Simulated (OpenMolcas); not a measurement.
**Run report: N³⁺, multiconfigurational calculation (part 2 of 2)**

The same run, continued: N³⁺. Method: state-averaged CASSCF, active space 2 electrons in the shells 2s 2p 3s 3p, basis ANO-R1, X2C scalar Hamiltonian, spin-orbit coupling by RASSI with atomic mean-field integrals (OpenMolcas).

## Output (extracts), continued
```
--- RASSCF ---
Wave function specifications:
      -----------------------------

      Number of closed shell electrons           2
      Number of electrons in active shells       2
      Max number of holes in RAS1 space          0
      Max nr of electrons in RAS3 space          0
      Number of inactive orbitals                1
      Number of active orbitals                  8
      Number of secondary orbitals               5
      Spin quantum number                      0.0
      State symmetry                             2
Orbital specifications:
      -----------------------

      Symmetry species                           1   2
                                                ag  au
      Frozen orbitals                            0   0
      Inactive orbitals                          1   0
      Active orbitals                            2   6
      RAS1 orbitals                              0   0
      RAS2 orbitals                              2   6
      RAS3 orbitals                              0   0
      Secondary orbitals                         5   0
      Deleted orbitals                           0   0
      Number of basis functions                  8   6
      Number of CSFs                            12
      Number of root(s) required                 3
      Iter CI   SX   CI       RASSCF       Energy    max ROT     max BLB   max BLB  Level Ln srch  Step   QN
          iter iter root      energy       change     param      element    value   shift minimum  type update
 Nr of preliminary CI iterations:   1
        1   1    3    0   -50.51467536    0.00E+00   5.76E-03    1   2 1 -9.07E-02*  0.00   0.00    SX    NO
        2   1    3    0   -50.51522493   -5.50E-04*  2.92E-04    1   2 1 -4.60E-03*  0.00   0.00    SX    NO
        3   1    3    0   -50.51522635   -1.41E-06* -1.48E-05    1   2 1 -2.34E-04*  0.00   0.00    SX    NO
        4   1    3    0   -50.51522635   -3.66E-09   7.55E-07    1   2 1 -1.19E-05   0.00   0.00    SX    NO
      Convergence after  4 iterations
        5   1    3    0   -50.51522635   -9.54E-12   7.55E-07    1   2 1 -6.06E-07   0.00   0.00    SX    NO
      Natural orbitals and occupation numbers for root  1
      sym 1:   0.999951   0.000049
      sym 2:  -0.000000   0.000000   0.999951   0.000000   0.000000   0.000049
      Natural orbitals and occupation numbers for root  2
      sym 1:   0.999951   0.000049
      sym 2:   0.000000   0.999951  -0.000000   0.000049   0.000000   0.000000
      Natural orbitals and occupation numbers for root  3
      sym 1:   0.999951   0.000049
      sym 2:   0.999951  -0.000000  -0.000000   0.000000   0.000049   0.000000
::    RASSCF root number  1 Total energy:    -50.51522635
::    RASSCF root number  2 Total energy:    -50.51522635
::    RASSCF root number  3 Total energy:    -50.51522635
--- RASSI ---
SPIN-FREE ENERGIES:
  (Shifted by EMIN (a.u.) =        -51.1091408903)

 SF State       Relative EMIN(au)   Rel lowest level(eV)    D:o, cm**(-1)      L_eff

     4             0.0000000000        0.0000000000              0.0000         0.0
    11             0.2769029818        7.5349139908          60773.1799         1.0
    12             0.2769029818        7.5349139908          60773.1799         1.0
    13             0.2769029818        7.5349139908          60773.1799         1.0
    14             0.5939145415       16.1612379863         130349.1751         1.0
    15             0.5939145415       16.1612379863         130349.1751         1.0
    16             0.5939145415       16.1612379863         130349.1751         1.0
     2             0.7343124693       19.9816602263         161162.9585         1.0
     3             0.7343124693       19.9816602263         161162.9585         1.0
     1             0.7343124693       19.9816602263         161162.9585         1.0
     8             0.8310840394       22.6149487993         182401.8632         2.0
     9             0.8310840394       22.6149487993         182401.8632         2.0
     5             0.8310840394       22.6149487993         182401.8632         2.0
     6             0.8310840394       22.6149487993         182401.8632         2.0
     7             0.8310840394       22.6149487993         182401.8632         2.0
    10             1.0485929326       28.5336673050         230139.5473         0.0
     Dipole printing threshold changed to   1.00000000E+00

++ Dipole transition strengths (spin-free states):
   -----------------------------------------------
     for osc. strength at least  1.00000000E+00

  ( Max oscillator strength is only   0.21261030244438542      )
--
Eigenvalues of complex Hamiltonian:
   -----------------------------------
  (Shifted by EMIN (a.u.) =        -51.1091408903)

 SO State       Relative EMIN(au)   Rel lowest level(eV)    D:o, cm**(-1)     J-value

     1            -0.0000000638        0.0000000000              0.0000         0.0
     2             0.2763263562        7.5192249461          60646.6392        -0.0
     3             0.2766141501        7.5270562167          60709.8026         0.6
     4             0.2766141501        7.5270562167          60709.8026         1.0
     5             0.2766141501        7.5270562167          60709.8026         0.6
     6             0.2771912946        7.5427611178          60836.4712         1.0
     7             0.2771912946        7.5427611178          60836.4712         1.8
     8             0.2771912946        7.5427611178          60836.4712         1.0
     9             0.2771912946        7.5427611178          60836.4712         2.0
    10             0.2771912946        7.5427611178          60836.4712         1.8
    11             0.5939150604       16.1612538428         130349.3030         0.7
    12             0.5939150604       16.1612538428         130349.3030         0.9
    13             0.5939150604       16.1612538428         130349.3030         0.6
    14             0.7337443350       19.9662022419         161038.2814         0.0
    15             0.7340292638       19.9739555498         161100.8161         0.8
    16             0.7340292638       19.9739555498         161100.8161         0.8
    17             0.7340292638       19.9739555498         161100.8161         0.6
    18             0.7345940414       19.9893239299         161224.7704         1.6
    19             0.7345940414       19.9893239299         161224.7704         1.6
    20             0.7345940414       19.9893239299         161224.7704         1.3
    21             0.7345940414       19.9893239299         161224.7704         1.9
    22             0.7345940414       19.9893239299         161224.7704         1.4
    23             0.8310856728       22.6149949814         182402.2357         1.6
    24             0.8310856728       22.6149949814         182402.2357         1.4
    25             0.8310856728       22.6149949814         182402.2357         1.8
    26             0.8310856728       22.6149949814         182402.2357         1.7
    27             0.8310856728       22.6149949814         182402.2357         1.3
    28             1.0485947198       28.5337176729         230139.9536         0.0
Weights of the five most important spin-orbit-free states for each spin-orbit state.

 SO State  Total energy (au)           Spin-free states, spin, and weights
 -------------------------------------------------------------------------------------------------------
    1        -0.000000       4 0.0  1.0000    1 1.0  0.0000    2 1.0  0.0000    3 1.0  0.0000   10 0.0  0.0000
    2         0.276326      13 1.0  0.3333   12 1.0  0.3333   11 1.0  0.3333   15 0.0  0.0000   16 0.0  0.0000
    3         0.276614      12 1.0  0.4985   13 1.0  0.2912   11 1.0  0.2103   14 0.0  0.0000   16 0.0  0.0000
    4         0.276614      11 1.0  0.4994   13 1.0  0.4975   12 1.0  0.0031   15 0.0  0.0000   16 0.0  0.0000
    5         0.276614      12 1.0  0.4984   11 1.0  0.2903   13 1.0  0.2113   16 0.0  0.0000   14 0.0  0.0000
    6         0.277191      11 1.0  0.4998   13 1.0  0.4971   12 1.0  0.0031   15 0.0  0.0000   16 0.0  0.0000
    7         0.277191      12 1.0  0.4990   13 1.0  0.4294   11 1.0  0.0716   14 0.0  0.0000   16 0.0  0.0000
    8         0.277191      11 1.0  0.4995   13 1.0  0.4973   12 1.0  0.0032   16 0.0  0.0000   14 0.0  0.0000
    9         0.277191      12 1.0  0.6637   13 1.0  0.1696   11 1.0  0.1667   16 0.0  0.0000   14 0.0  0.0000
   10         0.277191      12 1.0  0.4977   11 1.0  0.4291   13 1.0  0.0732   16 0.0  0.0000   14 0.0  0.0000
   11         0.593915      16 0.0  1.0000   11 1.0  0.0000   12 1.0  0.0000   13 1.0  0.0000   15 0.0  0.0000
   12         0.593915      15 0.0  1.0000   11 1.0  0.0000   13 1.0  0.0000   12 1.0  0.0000   16 0.0  0.0000
```

## Spin-orbit levels, grouped by J and assigned

| Configuration | Level | E (cm⁻¹) | LS purity (%) | Landé g |
| --- | --- | --- | --- | --- |
| 2s² | ¹S₀ | 0 | 100 | – |
| 2s 2p | ³P°₀ | 60,650 | 100 | – |
| 2s 2p | ³P°₁ | 60,710 | 100 | 1.501 |
| 2s 2p | ³P°₂ | 60,840 | 100 | 1.501 |
| 2s 2p | ¹P°₁ | 130,300 | 100 | 1.000 |
| 2p² | ³P₀ | 161,000 | 100 | – |
| 2p² | ³P₁ | 161,100 | 100 | 1.501 |
| 2p² | ³P₂ | 161,200 | 100 | 1.501 |
| 2p² | ¹D₂ | 182,400 | 100 | 1.000 |
| 2p² | ¹S₀ | 230,100 | 100 | – |

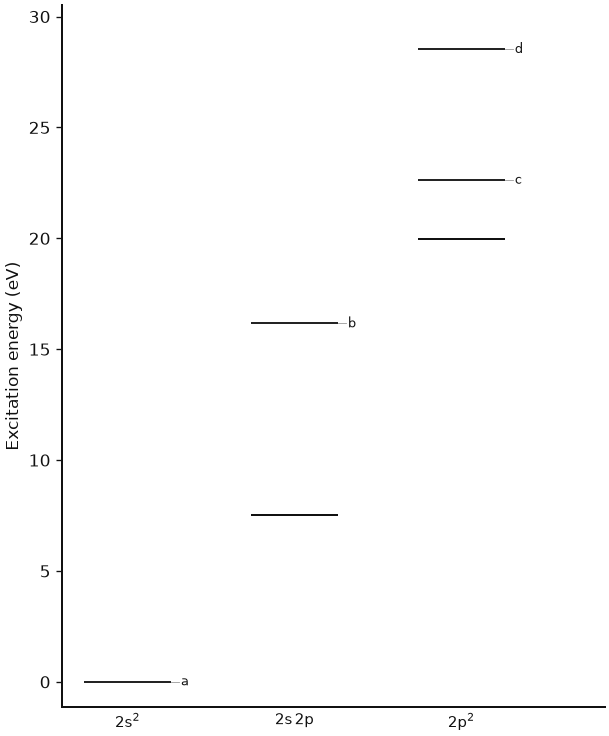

Fig. 1: The lowest computed levels of N IV (N³⁺), 4 of them lettered. a: 2s² ¹S₀ at 0; b: 2s 2p ¹P°₁ at 16.2 eV; c: 2p² ¹D₂ at 22.6 eV; d: 2p² ¹S₀ at 28.5 eV.

Outcome of the run: converged.
